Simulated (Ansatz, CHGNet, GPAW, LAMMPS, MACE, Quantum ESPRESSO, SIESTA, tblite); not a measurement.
**Amorphous Hg22Cd11S33 (66 atoms) in GPAW**

How do the settings of GPAW change the result for amorphous Hg22Cd11S33 (66 atoms)? A plane-wave run serves as the yardstick.

Calculated with GPAW 26.7.0; the method is named at each step.

### Step 1. The structure

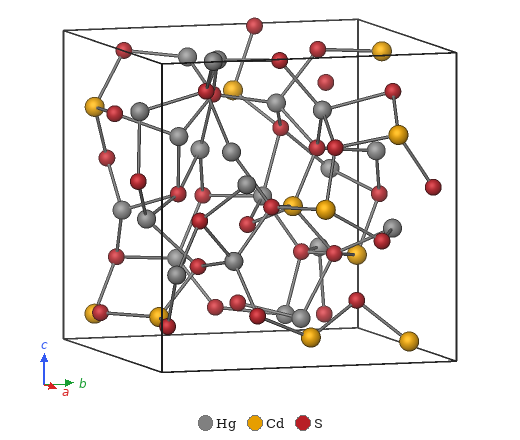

The starting structure, seen slightly off an axis (mercury grey, cadmium orange, sulfur red). Bonds to atoms that aren't drawn are left out.

The cell holds 66 atoms: 22 Hg, 11 Cd and 33 S. Its edges and angles: a = 12.107 Å, b = 12.107 Å, c = 12.107 Å, α = 90.0°, β = 90.0°, γ = 90.0°. 66 atoms (22 Hg, 11 Cd, 33 S) placed at random at 6.28 g/cm³, melted at 2500 K for 10 ps at fixed volume with the Stillinger-Weber II-VI potential (Zhou et al., Phys. Rev. B 88, 085309 (2013)). Quenched from 2500 K to 300 K at 5 K/ps and fixed volume, annealed at 1000 K for 50 ps, held 5 ps.

The yardstick, on the same geometry:

| Quantity | Value |
| --- | --- |
| method | Kohn-Sham DFT, PBE, SSSP efficiency 1.3.0 pseudopotentials, plane waves (Quantum ESPRESSO 7.5); sssp-pbe-1.3.0-efficiency, cutoffs 45/360 Ry, Γ point |
| r.m.s. force component | 0.4311 eV/Å |
| longest force | 1.501 eV/Å |
| pressure | -0.8817 GPa |
| time | 13 min on 4 MPI ranks of Arm Neoverse N1, shared host |
| CPU time | 51 min |

### Step 2. PBE, LCAO dzp, h 0.2 Å

Method: Kohn-Sham DFT, PBE, PAW, atomic orbitals (dzp).

run.py

```python
import numpy as np
from ase.io import read
from gpaw import GPAW, FermiDirac

atoms = read("structure.xyz")
atoms.calc = GPAW(
    mode="lcao",
    basis="dzp",
    h=0.2,
    xc="PBE",
    kpts={"size": (1, 1, 1), "gamma": True},
    occupations=FermiDirac(0.05),
    maxiter=200,
    symmetry={"point_group": False},
    txt="gpaw.txt",
)
energy = atoms.get_potential_energy(force_consistent=True)
forces = atoms.get_forces()
print(f"energy {energy:.6f} eV")
print("forces (eV/A)")
for i, (a, f) in enumerate(zip(atoms, forces)):
    print(f"{i:4d} {a.symbol:2s} {f[0]:10.5f} {f[1]:10.5f} {f[2]:10.5f}")
print(f"Fermi level {atoms.calc.get_fermi_level():.4f} eV")
for k in range(len(atoms.calc.get_ibz_k_points())):
    for s in range(atoms.calc.get_number_of_spins()):
        e = atoms.calc.get_eigenvalues(kpt=k, spin=s)
        n = np.searchsorted(e, atoms.calc.get_fermi_level())
        print(f"k {k} spin {s} levels about the Fermi level:", np.round(e[max(n - 6, 0):n], 4).tolist(), "|", np.round(e[n:n + 6], 4).tolist())
```

structure.xyz

```xyz
66
Lattice="12.10720 0.00000 0.00000 0.00000 12.10720 0.00000 0.00000 0.00000 12.10720" Properties=species:S:1:pos:R:3 pbc="T T T"
Hg 2.73029 8.20783 0.96083
Hg 5.90880 1.43640 5.29593
Hg 2.28596 4.84809 7.50441
Hg 10.55203 1.12779 3.60565
Hg 6.29248 7.65889 1.21411
Hg 6.14477 4.27711 11.46346
Hg 2.33802 7.40065 5.59607
Hg 7.61882 0.58889 9.72414
Hg 1.89635 4.46271 11.11247
Hg 0.59858 4.45448 3.07123
Hg 2.35642 1.61897 5.25041
Hg 8.70786 4.09344 3.84186
Hg 0.59870 10.30807 3.30769
Hg 8.17103 10.79224 4.84470
Hg 10.46135 2.66044 11.92959
Hg 8.00468 7.96424 9.55863
Hg 5.18176 3.00537 8.39634
Hg 5.51895 11.00956 7.58613
Hg 4.29055 7.31844 9.46057
Hg 1.58750 10.42394 6.48692
Hg 8.24258 4.15204 8.07696
Hg 11.35873 3.73895 7.14761
Cd 10.57455 7.24580 5.95178
Cd 5.15210 11.36636 11.43876
Cd 4.58693 10.52624 3.41919
Cd 6.46924 7.26735 5.65031
Cd 9.72535 10.95895 0.55935
Cd 1.69428 0.70827 1.14970
Cd 9.99716 6.82713 0.89242
Cd 6.42965 1.78375 1.49282
Cd 10.82820 10.15056 8.81162
Cd 0.39130 6.83597 9.55670
Cd 1.86620 0.65791 9.28671
S 1.02596 10.44028 9.80247
S 10.80447 11.58829 6.70533
S 4.84833 8.83269 11.57267
S 4.42906 0.62413 9.30002
S 10.34572 7.71471 8.35021
S 2.19806 8.19367 8.22842
S 4.17577 0.12470 1.48156
S 4.51102 6.05493 4.76128
S 9.15232 8.99347 2.18196
S 10.41510 4.49904 1.86160
S 0.97947 2.15496 11.35256
S 5.05185 5.47633 1.76608
S 7.77282 6.28884 11.54325
S 2.12397 5.53275 1.27610
S 6.56029 8.93717 3.74209
S 8.26716 3.10065 10.50808
S 6.30712 3.42295 3.40176
S 9.66251 2.36926 5.58771
S 3.92419 11.67013 5.70310
S 4.13037 3.33602 6.01897
S 7.80793 0.46298 7.00789
S 10.65446 9.53309 4.65086
S 6.11474 8.37600 7.86060
[... 6 atom lines left out ...]
S 0.26648 7.76205 12.03141
S 8.48569 5.71787 5.88894
S 2.72218 8.86901 3.40237
S 0.15037 10.66814 0.61226
```

The run is started by

```
> OMP_NUM_THREADS=1 python run.py > output.txt
```

The log of the run:

```text
energy -132.708326 eV
forces (eV/A)
   0 Hg   -0.12864   -0.15886   -0.46338
   1 Hg    0.72233    0.24111   -0.36616
   2 Hg   -0.00416   -0.12763    0.30909
   3 Hg   -0.62944   -0.13672    0.02118
   4 Hg    0.52162   -0.23660    0.53468
   5 Hg   -0.61888    0.26786    1.06820
   6 Hg    0.89550   -0.38387    0.11124
   7 Hg    0.18516    0.89551   -0.37529
   8 Hg   -0.17629    0.24646    0.14033
   9 Hg    0.05239    0.64317   -0.06419
  10 Hg    0.05078    0.34716   -0.24612
  11 Hg    0.20325   -0.15405   -0.17521
  12 Hg   -0.24513   -0.02783   -0.64411
  13 Hg   -0.04114   -0.08987    0.18650
  14 Hg    0.66085    0.20210   -0.11808
  15 Hg   -0.17744   -0.31382    0.23646
  16 Hg    0.23324   -0.48226   -0.54448
  17 Hg    0.74731   -0.53166    0.26637
  18 Hg    0.05981    0.19655   -0.17850
  19 Hg   -0.65386    0.17667    0.16460
  20 Hg    0.16196    0.11331   -0.34376
  21 Hg   -0.07616   -0.34190   -0.32322
  22 Cd   -0.10408    0.09718   -0.68998
  23 Cd   -0.52680   -0.21023   -0.42646
[...]
58 S     0.11763    0.48407    0.34613
  59 S     0.96489   -0.41334   -0.12839
  60 S    -0.01478   -0.02469   -0.63014
  61 S    -0.57665   -0.28605    1.22888
  62 S    -0.21424   -0.61503   -0.53188
  63 S    -0.19203    0.17752    0.21057
  64 S    -0.52636   -0.08405    0.01741
  65 S     0.64298    0.65229    0.46411
Fermi level 3.9425 eV
k 0 spin 0 levels about the Fermi level: [3.4898, 3.6073, 3.6951, 3.8201, 3.8474, 3.893] | [3.9739, 4.0549, 4.097, 4.2602, 4.3943, 4.4425]
```

gpaw.txt:

```text
Input parameters:
  mode=LCAO(),
  basis={'default': 'dzp'},
  h=0.2,
  kpts=MonkhorstPack(size=(1, 1, 1), gamma=True),
  maxiter=200,
  occupations=Occupations(name='fermi-dirac', width=0.05, fixmagmom=False),
  symmetry=Symmetry(point_group=False),
  xc=XC(name='PBE')
Unit cell  # Å
| periodic |         x |         y |         z |   lengths |    angles |
|----------|-----------|-----------|-----------|-----------|-----------|
|      yes | 12.107200 |  0.000000 |  0.000000 | 12.107200 | 90.000000 |
|      yes |  0.000000 | 12.107200 |  0.000000 | 12.107200 | 90.000000 |
|      yes |  0.000000 |  0.000000 | 12.107200 | 12.107200 | 90.000000 |
Number of symmetries: 1
Symmetry operations  # r_c * U_cc + t_c -> r_c
|   | kind |            matrix            |
|---|------|------------------------------|
| 0 |  E   |  1, 0, 0,  0, 1, 0,  0, 0, 1 |
BZ-sampling:
  Number of BZ points: 1
  Number of IBZ points: 1
  Monkhorst-Pack size: [1, 1, 1]
  Monkhorst-Pack shift: [0, 0, 0]
[... lines left out ...]
  Fermi-Dirac:
[... lines left out ...]
xc functional:
  name: PBE with 2 nearest neighbor stencil
interpolation: tri-quintic # 5. degree polynomial
Initialization done in: 20.979 s
convergence criteria:
- Maximum [total energy] change in last 3 cyles: 0.0005 eV / valence electron
- Maximum integral of absolute [dens]ity change: 0.0001 electrons / valence electron
- Maximum integral of absolute [eigenst]ate change: 4e-08 eV^2 / valence electron
maximum number of iterations: 200
SCF iterations
|iter     |      energy | eigst |  dens |
|---------|-------------|-------|-------|
|iter:   1| -149.173931 |      c|       |
|iter:   2| -143.667753 |      c| -1.26 |
|iter:   3| -140.888438 |      c| -1.32 |
|iter:   4| -135.690196 |      c| -1.50 |
[...]
|iter:   9| -132.778599 |      c| -2.16 |
|iter:  10| -132.652531 |      c| -2.41 |
|iter:  11| -132.614023c|      c| -2.53 |
|iter:  12| -132.594478c|      c| -2.81 |
|iter:  13| -132.587398c|      c| -3.06 |
|iter:  14| -132.586337c|      c| -3.30 |
|iter:  15| -132.586185c|      c| -3.32 |
|iter:  16| -132.585712c|      c| -3.61 |
|iter:  17| -132.585481c|      c| -3.99 |
|iter:  18| -132.585518c|      c| -4.17c|
Converged in 18 steps
SCF loop duration: 389.050 s (21.614 s/step)
Energy contributions relative to reference atoms: (reference = -13761632.890324)
Energy contributions:
  Kinetic:         529.873235
  Coulomb:        -461.643461
  Zero:              4.041226
  External:          0.000000
  Xc:             -204.733712
  Entropy:          -0.245616
  Spinorbit:         0.000000
  ----------------------------
  Free energy:    -132.708326
  Extrapolated:   -132.585518
dipole moment: (-142.106435, -54.388758, 87.903934)  # |e|*Ang
Fermi level: 3.943
Eigenvalues  # (at kpt = [0.000, 0.000, 0.000])
| band index |      eig [eV] | occ [0-2] |
|------------|---------------|-----------|
|          0 |       -59.578 |     2.000 |
|        ... |               |           |
|        355 |         3.401 |     2.000 |
|        356 |         3.428 |     2.000 |
[...]
|        370 |         4.745 |     0.000 |
|        ... |               |           |
|        439 |        10.036 |     0.000 |
Gap: 0.081 eV
Transition (v -> c):
  (s=0, k=0, n=362, [0.00, 0.00, 0.00]) -> (s=0, k=0, n=363, [0.00, 0.00, 0.00])
No difference between direct/indirect transitions
Force computation time: 61.383  # s
timing:  # [seconds]
  Total:  471.470  # ━━━━━━━━━━━━━━━━━━━━━━━━━━━━━━━━━━━━━━━━━━━━━━━━━━━━━━━━
  Init:    20.978  # ━━╸
  SCF:    389.050  # ━━━━━━━━━━━━━━━━━━━━━━━━━━━━━━━━━━━━━━━━━━━━━━
  Forces:  61.383  # ━━━━━━━╸
```

The job ended after 7.9 min (1 thread of Arm Neoverse N1, shared host; peak memory 1.7 GiB).

Banners, paths, timers and routine set-up lines are dropped from the logs unmarked, and long logs keep their key lines alone; longer cuts are marked.

Compared with the plane-wave run:

```yaml
r_m_s_force_component: 0.4522 eV/Å
r_m_s_difference_of_force_components: 62.33 meV/Å
longest_difference_of_force_vectors: 225.1 meV/Å
force_difference_over_r_m_s_force: 14.46 %
slope_of_forces_against_the_reference_s: 1.04
correlation_of_force_components: 0.9912
```

Length of the force difference by element (eV/Å):

| element | atoms | mean | most |
| --- | --- | --- | --- |
| Cd | 11 | 0.043 | 0.081 |
| Hg | 22 | 0.11 | 0.20 |
| S | 33 | 0.11 | 0.23 |

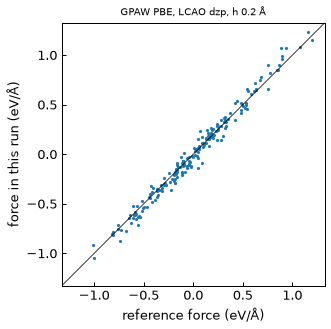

Force components against those of the reference; the line marks equality.

Local excerpt of 9 atoms (numbers count through the whole input) about S52, which has 5 bonded neighbours where the commonest count for S is 4; x, y, z are measured from there.

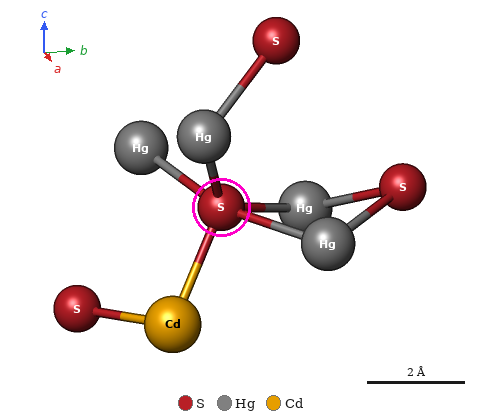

The atoms of the table, within 3.8 Å (arrows a, b, c point along x, y, z); some may hide others; the central atom is ringed.

| atom | x | y | z | distance (Å) | bonds | Fx | Fy | Fz (eV/Å) |
| --- | --- | --- | --- | --- | --- | --- | --- | --- |
| S52 | 0.00 | 0.00 | 0.00 | 0.00 | 5 | -0.10 | -0.20 | -0.78 |
| Hg18 | 1.59 | -0.66 | 1.88 | 2.55 | 4 | 0.75 | -0.53 | 0.27 |
| Hg11 | -1.57 | 2.06 | -0.45 | 2.62 | 4 | 0.05 | 0.35 | -0.25 |
| Cd25 | 0.66 | -1.14 | -2.28 | 2.64 | 4 | 0.25 | 0.16 | 0.26 |
| Hg2 | 1.98 | 1.87 | -0.41 | 2.76 | 4 | 0.72 | 0.24 | -0.37 |
| Hg20 | -2.34 | -1.25 | 0.78 | 2.76 | 2 | -0.65 | 0.18 | 0.16 |
| S37 | 0.50 | 1.06 | 3.60 | 3.78 | 4 | 0.50 | -0.31 | 0.61 |
| S53 | 0.21 | 3.77 | 0.32 | 3.79 | 4 | -0.30 | 1.07 | 0.15 |
| S65 | -1.20 | -2.80 | -2.30 | 3.82 | 4 | -0.53 | -0.08 | 0.02 |

Atoms are counted from 1 here, from 0 in the log.

Forces lie 14 % from the reference's, at 0.16 times its CPU time (on 1 against 4 cores).

### Step 3. revPBE, LCAO dzp, h 0.2 Å

Method: Kohn-Sham DFT, revPBE, PAW, atomic orbitals (dzp).

Edit run.py of step 2 so:

```diff
@@ -9,3 +9,3 @@
     h=0.2,
-    xc="PBE",
+    xc="revPBE",
     kpts={"size": (1, 1, 1), "gamma": True},
```

structure.xyz is that of step 2.

The log of the run:

```text
energy -112.493868 eV
forces (eV/A)
   0 Hg   -0.13610   -0.14612   -0.49350
   1 Hg    0.75283    0.24731   -0.40325
   2 Hg   -0.00520   -0.14354    0.34165
   3 Hg   -0.64329   -0.17285    0.01832
   4 Hg    0.55545   -0.22114    0.56998
   5 Hg   -0.65108    0.24597    1.10446
   6 Hg    0.91581   -0.37557    0.10729
   7 Hg    0.19106    0.93321   -0.36777
   8 Hg   -0.20101    0.25320    0.13411
   9 Hg    0.08098    0.67167   -0.05200
  10 Hg    0.06230    0.36216   -0.28213
  11 Hg    0.20444   -0.12429   -0.20625
  12 Hg   -0.25484   -0.01293   -0.66182
  13 Hg   -0.05624   -0.08318    0.18134
  14 Hg    0.69881    0.21581   -0.16835
  15 Hg   -0.17880   -0.32556    0.25330
  16 Hg    0.26461   -0.48649   -0.56293
  17 Hg    0.76074   -0.57129    0.27665
  18 Hg    0.05778    0.18632   -0.17483
  19 Hg   -0.67951    0.18846    0.18122
  20 Hg    0.14727    0.13214   -0.35242
  21 Hg   -0.08199   -0.33405   -0.26851
  22 Cd   -0.10029    0.11165   -0.73111
  23 Cd   -0.51259   -0.22174   -0.43882
[...]
58 S     0.12280    0.48376    0.35295
  59 S     0.99752   -0.42096   -0.13523
  60 S    -0.02452   -0.03319   -0.65329
  61 S    -0.59903   -0.26699    1.26225
  62 S    -0.23239   -0.62581   -0.53695
  63 S    -0.19715    0.17881    0.21577
  64 S    -0.52749   -0.11405    0.02950
  65 S     0.67229    0.66406    0.45678
Fermi level 4.0584 eV
k 0 spin 0 levels about the Fermi level: [3.6023, 3.7215, 3.808, 3.9322, 3.9598, 4.0097] | [4.0903, 4.1728, 4.2195, 4.3816, 4.5153, 4.5601]
```

gpaw.txt:

```text
Input parameters:
  mode=LCAO(),
  basis={'default': 'dzp'},
  h=0.2,
  kpts=MonkhorstPack(size=(1, 1, 1), gamma=True),
  maxiter=200,
  occupations=Occupations(name='fermi-dirac', width=0.05, fixmagmom=False),
  symmetry=Symmetry(point_group=False),
  xc=XC(name='revPBE')
Unit cell  # Å
| periodic |         x |         y |         z |   lengths |    angles |
[... lines left out ...]
  Fermi-Dirac:
[... lines left out ...]
convergence criteria:
- Maximum [total energy] change in last 3 cyles: 0.0005 eV / valence electron
[... lines left out ...]
Converged in 18 steps
[... lines left out ...]
  Free energy:    -112.493868
  Extrapolated:   -112.373773
dipole moment: (-141.919130, -54.329532, 87.938379)  # |e|*Ang
Fermi level: 4.058
Eigenvalues  # (at kpt = [0.000, 0.000, 0.000])
| band index |      eig [eV] | occ [0-2] |
|------------|---------------|-----------|
|          0 |       -59.501 |     2.000 |
|        ... |               |           |
|        355 |         3.512 |     2.000 |
|        356 |         3.539 |     2.000 |
[...]
|        370 |         4.869 |     0.000 |
|        ... |               |           |
|        439 |        10.206 |     0.000 |
Gap: 0.081 eV
Transition (v -> c):
  (s=0, k=0, n=362, [0.00, 0.00, 0.00]) -> (s=0, k=0, n=363, [0.00, 0.00, 0.00])
No difference between direct/indirect transitions
Force computation time: 59.858  # s
timing:  # [seconds]
  Total:  471.037  # ━━━━━━━━━━━━━━━━━━━━━━━━━━━━━━━━━━━━━━━━━━━━━━━━━━━━━━━━
  Init:    21.084  # ━━╸
  SCF:    390.034  # ━━━━━━━━━━━━━━━━━━━━━━━━━━━━━━━━━━━━━━━━━━━━━━╸
  Forces:  59.858  # ━━━━━━━
```

Elapsed: 7.9 min, on 1 thread; peak memory 1.7 GiB.

Compared with the plane-wave run:

* r.m.s. force component: 0.4633 eV/Å
* r.m.s. difference of force components: 76.71 meV/Å
* longest difference of force vectors: 251.9 meV/Å
* force difference over r.m.s. force: 17.79 %
* slope of forces against the reference's: 1.062
* correlation of force components: 0.9879

Against the first run (14 %), the force difference from the reference is 18 %, at 1.00 times the CPU time; the model has changed, so this is no error of the program alone.

### Step 4. Side by side

Differences are against the plane-wave reference, forces as r.m.s. over components; share is that over the reference's r.m.s. force, slope the least-squares factor from reference forces to these. Total energies of different programs have different zeros and aren't compared.

| run | Δ force, r.m.s. (meV/Å) | share (%) | slope | cores | CPU time | memory (GiB) |
| --- | --- | --- | --- | --- | --- | --- |
| reference | - | - | - | 4 | 51 min | 4.7 |
| GPAW PBE, LCAO dzp, h 0.2 Å | 62.3 | 14.5 | 1.040 | 1 | 7.9 min | 1.7 |
| GPAW revPBE, LCAO dzp, h 0.2 Å | 76.7 | 17.8 | 1.062 | 1 | 7.9 min | 1.7 |

CPU time is summed over cores on a shared host, where runs went side by side, so it is rough. Symmetry, cutoffs, thresholds, outputs and thread counts weren't matched or tuned between programs; memory under MPI is the largest rank's times the ranks.

Further runs of this program without a result: GPAW PBE, LCAO dzp, h 0.15 Å (cut off at its time limit); GPAW PBE, LCAO szp(dzp), h 0.2 Å (cut off at its time limit).

### Step 5. Outcome

| Property | Result |
| --- | --- |
| nearest in forces | GPAW PBE, LCAO dzp, h 0.2 Å, 14 % |
| its CPU time | 7.9 min |

**Reading.** The PBE run in local orbitals differs by 14 % (GPAW PBE, LCAO dzp, h 0.2 Å); basis, grid and potentials can all enter. Rows with another functional or a dispersion term differ by 18 % (GPAW revPBE, LCAO dzp, h 0.2 Å), which mixes the change of model with differences of basis and potentials. Of the electronic-structure runs that take under half the reference's CPU time, GPAW PBE, LCAO dzp, h 0.2 Å comes nearest, at 14 % in 7.9 min against 51 min. The potentials hold different valence shells: 770 electrons in the reference, 726 in GPAW; this bears on time and differences. The quench rate of 5 K/ps is many orders above laboratory rates, so the cell is likely richer in defects and strain than a real sample. The network of bonds at the start is that of the classical potential that made the cell, and needn't be the one that DFT or experiment would give. The electronic-structure runs sample only Γ, in a cell whose shortest periodic width is 12 Å, which is coarse for a cell with partly filled levels. Spin–orbit coupling is left out, which matters for the levels of the heavy elements.

[Also dropped from logs without a mark: logging warnings of Python, and SIESTA's first energy breakdown and zero terms.]

[Logs are printed without paths, hosts, clocks, repeated set-up lines and the standing remarks that a program may print on its own settings, such as how far it seeks lower states.]

[Hosts, paths, dates, database ids (printed as entryN), source tags and the programs' standing remarks are cut or masked in the printed files.]
